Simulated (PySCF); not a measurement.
## Excited-state calculation, with input and output: C4H9GeNO

C4H9GeNO, computed with TDDFT PBE0/def2-SVPD, vertical, gas phase, core orbitals frozen in the response (PySCF 2.14.0).

The geometry comes from this level: GFN2-xTB. It belongs to a series of runs on one base structure; here: C replaced by Ge.

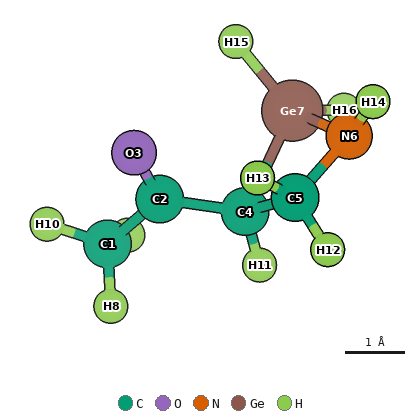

**Figure 1.** The structure as given in the input (ball-and-stick view, seen at a tilt; atoms are numbered from 1 in the order of the input). Sticks mark near contacts.

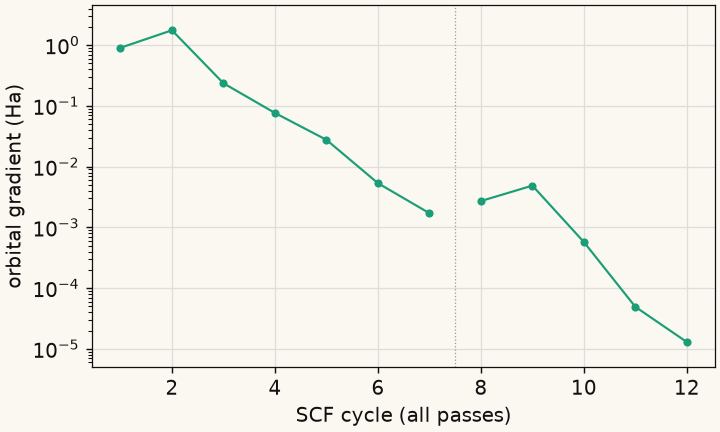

**Figure 2.** Convergence of the self-consistent field: orbital gradient against the SCF cycle. The dotted line marks the change from a coarse to the final integration grid. The first 7 cycles use a coarse grid, the final grid takes over at cycle 8, and the field converges after 12 cycles in all.

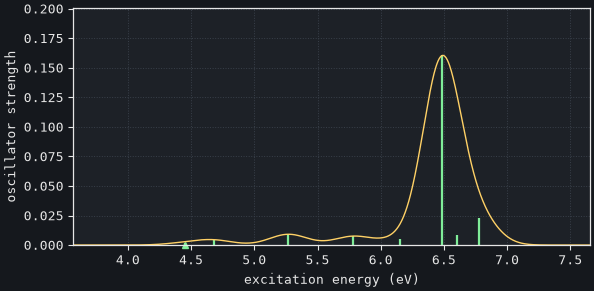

**Figure 3.** Computed excitations as sticks (degenerate states added up, dark ones marked on the axis), with a Gaussian envelope of 0.35 eV full width at half maximum, scaled to the tallest. Of the 8 states the lowest lies at 4.45 eV (f = 0.002); the strongest line is at 6.48 eV, or 191 nm (f = 0.160).

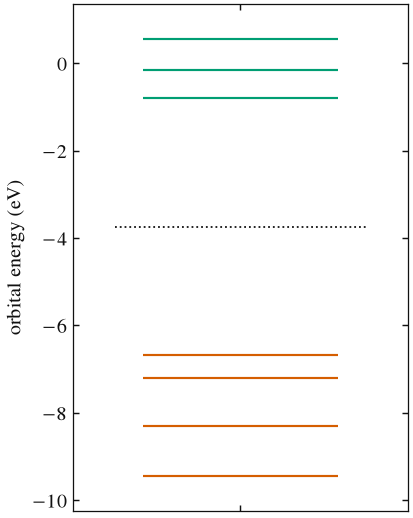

**Figure 4.** Orbital energies near the frontier; the dotted line parts filled from empty levels, and levels within 0.02 eV of each other stand side by side. Highest filled −6.69 eV, lowest empty −0.79 eV, 5.90 eV apart.

The input that produced these results follows, with the program's output.

**Input**
```
{"job": {"kind": "uv", "xc": "PBE0", "basis": "def2-SVPD", "nstates": 8, "ntriplets": 3}, "charge": 0, "multiplicity": 1}
C      2.409502    -0.087392     0.566833
C      1.092541    -0.442783    -0.078711
O      1.017115    -0.910285    -1.194610
C     -0.114507    -0.101840     0.706228
C     -1.355164    -0.954611     0.399682
N     -2.318410     0.083544    -0.004613
Ge    -1.078619     1.397962    -0.246120
H      2.571475    -0.727480     1.432344
H      2.383393     0.946684     0.907120
H      3.224597    -0.223836    -0.138766
H      0.079197     0.035397     1.766788
H     -1.721870    -1.508383     1.268506
H     -1.128014    -1.664374    -0.400666
H     -3.073058    -0.229108    -0.598807
H     -0.514845     1.731770    -1.616195
H     -1.480933     2.663678     0.487060
```

The first line tells a small driver script what to run in PySCF; the rest is the geometry in Å.

Launch command:
```bash
OMP_NUM_THREADS=1 python <driver script> task.json out
```

**What the program printed**
```
coarse grid: 60688 points
cycle   1  E = -2363.5887944696  dE =  3.465e-01  |g| = 9.052e-01  |ddm| = 6.114e+00
cycle   2  E = -2363.1243248722  dE =  4.645e-01  |g| = 1.758e+00  |ddm| = 4.029e+00
cycle   3  E = -2363.7410308642  dE = -6.167e-01  |g| = 2.362e-01  |ddm| = 2.900e+00
cycle   4  E = -2363.7510341464  dE = -1.000e-02  |g| = 7.659e-02  |ddm| = 3.968e-01
cycle   5  E = -2363.7520582285  dE = -1.024e-03  |g| = 2.768e-02  |ddm| = 1.554e-01
cycle   6  E = -2363.7522337737  dE = -1.755e-04  |g| = 5.355e-03  |ddm| = 5.384e-02
cycle   7  E = -2363.7522393652  dE = -5.591e-06  |g| = 1.716e-03  |ddm| = 1.664e-02
final grid: 128424 points
cycle   8  E = -2363.7522162994  dE =  8.212e-07  |g| = 2.719e-03  |ddm| = 1.361e-02
cycle   9  E = -2363.7522128933  dE =  3.406e-06  |g| = 4.879e-03  |ddm| = 1.217e-02
cycle  10  E = -2363.7522178861  dE = -4.993e-06  |g| = 5.755e-04  |ddm| = 7.447e-03
cycle  11  E = -2363.7522179572  dE = -7.115e-08  |g| = 4.936e-05  |ddm| = 8.220e-04
cycle  12  E = -2363.7522179577  dE = -5.130e-10  |g| = 1.299e-05  |ddm| = 1.240e-04
converged SCF energy = -2363.7522179577

Static polarisability (au): isotropic 85.927, principal 77.196 84.831 95.752

Singlet excitations
state   eV       nm        f      main configurations
  1   4.4548    278.3   0.00178   H-1->L 0.72, H-1->L+1 0.19
  2   4.6790    265.0   0.00428   H->L 0.93
  3   5.2704    235.2   0.00969   H->L+1 0.95
  4   5.7833    214.4   0.00783   H-1->L+1 0.75, H-1->L 0.22
  5   6.1489    201.6   0.00472   H->L+2 0.93
  6   6.4817    191.3   0.16046   H-2->L 0.88
  7   6.6010    187.8   0.00838   H->L+3 0.90
  8   6.7739    183.0   0.02272   H-1->L+2 0.92

Triplet excitations (Tamm-Dancoff, eV): 3.9214 4.5084 5.0173
```

**Summary**

- outcome: converged
- total energy: −2363.752218 hartree
- HOMO: −6.69 eV
- LUMO: −0.79 eV
- dipole moment: 2.12 D
- mean polarisability: 85.93 a.u.
- lowest singlet excitation: 4.45 eV
- hardware: 1 CPU thread, shared host
- wall time: 55 s
- peak memory: 0.89 GiB

**Notes**

Spin–orbit coupling is left out, which matters for the heavy atoms.
